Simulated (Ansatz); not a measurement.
# BLYP/def2-SVP run of GaHCl2O (SMILES [OH][Ga]([Cl])[Cl])

Aim: the electronic atomisation energy of GaHCl2O at BLYP/def2-SVP, from 5 runs. 

The calculation is run with Ansatz 0.2.0.

79 further runs of the same task are left out: 79 set aside as unsound or not needed. Runs told in other sessions of the task aren't counted.

## Step 1: Starting point

GaHCl2O has 5 atoms, charge 0, and is taken as a singlet. SMILES: `[OH][Ga]([Cl])[Cl]`. Geometry: relaxed at PBE0-D4/def2-TZVP.

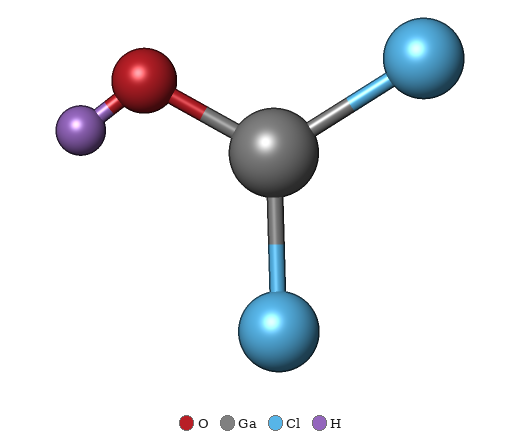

The structure, seen from a chosen angle (oxygen red, gallium grey, chlorine blue, hydrogen purple).

## Step 2: A single-point energy at BLYP/def2-SVP

molecule.yaml

```yaml
crystal:
  periodic: [false, false, false]
  atoms:
    - symbol: O
      position_ang: [0.254500, 1.354600, 0.245900]
    - symbol: Ga
      position_ang: [0.118500, -0.394500, 0.056800]
    - symbol: Cl
      position_ang: [1.500000, -1.634900, 1.057700]
    - symbol: Cl
      position_ang: [-1.407900, -1.236300, -1.155800]
    - symbol: H
      position_ang: [-0.415200, 1.837400, -0.246000]
basis:
  gaussian:
    orbitals: def2-SVP
hamiltonian:
  xc: {name: BLYP}
accuracy: high
output: {orbitals: {seedname: orbitals}}
```

Command:

```console
ansatz run molecule.yaml --threads 1 --pin off --max-ram 3480MiB --events-out events.jsonl --progress --plain --runs-dir runs
```

Standard output:

```text
Warning: RAYON_NUM_THREADS=1 ignored (pool sized by the plan → 1); use --threads N
Functional definition: BLYP
  name "BLYP"
  parameter beta = 0.0042
  parameter a = 0.04918
  parameter b = 0.132
  parameter c = 0.2533
  parameter d = 0.349
  exchange = b88_x(beta = beta)
  correlation = lyp_c(a = a, b = b, c = c, d = d)
1675 factors; integrals over basis functions are off by at most 6.0e-9 eV
mean field evaluation 1: about -79467.2334 eV, gradient 7.0e1 eV
mean field evaluation 2: about -79365.4631 eV, gradient 1.9e2 eV
mean field evaluation 4: about -79474.5207 eV, gradient 2.1e1 eV
mean field evaluation 8: about -79475.3928 eV, gradient 3.7e-1 eV
mean field evaluation 16: about -79475.3924 eV, gradient 1.7e-4 eV
mean field -79475.39243161 eV, -2920.6668015060 hartree, gradient 2.0e-8 eV, S^2 0.000000; 0 other end points of the search recorded, 0 dependent functions left out
reference -79475.39248105 eV, -2920.6668033229 hartree; 37, 37 occupied and 50, 50 virtual orbitals, 1675 factors
Total energy: -79475.39248105 eV, -2920.6668033229 hartree
```

It took 5.4 s on 1 thread of Arm Neoverse V2, shared host; peak memory 0.2 GiB.

## Step 3: The Cl atom

input.yaml

```yaml
basis:
  gaussian:
    orbitals: def2-SVP
crystal:
  periodic: [false, false, false]
  atoms:
    - {symbol: Cl, position_ang: [0.000000, 0.000000, 0.000000]}
magnetization:
  spin_polarized: true
  initial_magnetization: 1
hamiltonian:
  xc: {name: BLYP}
accuracy: high
```

Run the same way, it converges to -459.98664 Eh (log not shown).

## Step 4: The Ga atom at the same level

job.yaml

```yaml
crystal:
  periodic: [false, false, false]
  atoms:
    - {symbol: Ga, position_ang: [0.000000, 0.000000, 0.000000]}
basis:
  gaussian:
    orbitals: def2-SVP
magnetization:
  spin_polarized: true
  initial_magnetization: 1
hamiltonian:
  xc: {name: BLYP}
accuracy: high
```

Run the same way, it converges to -1924.63874 Eh (log not shown).

## Step 5: The H atom, same level

in.yaml

```yaml
basis:
  gaussian:
    orbitals: def2-SVP
crystal:
  periodic: [false, false, false]
  atoms:
    - {symbol: H, position_ang: [0.000000, 0.000000, 0.000000]}
magnetization:
  spin_polarized: true
  initial_magnetization: 1
hamiltonian:
  xc: {name: BLYP}
accuracy: high
```

Run the same way, it converges to -0.49640 Eh (log not shown).

## Step 6: The O atom at the same level

in.yaml

```yaml
crystal:
  periodic: [false, false, false]
  atoms:
    - {symbol: O, position_ang: [0.000000, 0.000000, 0.000000]}
basis:
  gaussian: {orbitals: def2-SVP}
magnetization: {spin_polarized: true, initial_magnetization: 2}
hamiltonian: {xc: {name: BLYP}}
accuracy: high
```

Command:

```console
ansatz run in.yaml --threads 1 --pin off --max-ram 3480MiB --events-out events.jsonl --progress --plain --runs-dir runs
```

Standard output, shortened:

```text
Warning: RAYON_NUM_THREADS=1 ignored (pool sized by the plan → 1); use --threads N
[... 9 set-up lines as earlier in the session ...]
95 factors; integrals over basis functions are off by at most 1.3e-9 eV
mean field evaluation 1: about -2040.3007 eV, gradient 7.7e0 eV
mean field evaluation 2: about -2040.3477 eV, gradient 6.8e0 eV
mean field evaluation 4: about -2040.5220 eV, gradient 3.9e-1 eV
mean field evaluation 8: about -2040.5226 eV, gradient 8.2e-4 eV
mean field evaluation 16: about -2040.3908 eV, gradient 6.0e0 eV
mean field evaluation 32: about -2040.5226 eV, gradient 4.5e-5 eV
mean field -2040.52257700 eV, -74.9878215890 hartree, gradient 3.3e-9 eV, S^2 2.001887; 2 other end points of the search recorded, 0 dependent functions left out
reference -2040.52259233 eV, -74.9878221524 hartree; 5, 3 occupied and 9, 11 virtual orbitals, 95 factors
Total energy: -2040.52259233 eV, -74.9878221524 hartree
```

Run time: 0.42 s. Hardware: 1 thread of Arm Neoverse V2, shared host.

## Step 7: What came out

Level: BLYP/def2-SVP.

| quantity | value |
| --- | --- |
| molecule: total energy | -2920.66680 Eh |
| molecule: HOMO energy | -7.42 eV |
| molecule: LUMO energy | -2.19 eV |
| molecule: HOMO–LUMO gap | 5.22 eV |
| Cl atom: total energy | -459.98664 Eh |
| Cl atom: ⟨S²⟩ | 0.751 |
| Ga atom: total energy | -1924.63874 Eh |
| Ga atom: ⟨S²⟩ | 0.751 |
| H atom: total energy | -0.49640 Eh |
| H atom: ⟨S²⟩ | 0.750 |
| O atom: total energy | -74.98782 Eh |
| O atom: ⟨S²⟩ | 2.002 |
| electronic atomisation energy | 15.526 eV |

**Reading.** Taking the molecule apart into free atoms costs 15.53 eV (1498 kJ/mol), before zero-point energy and without spin-orbit coupling.
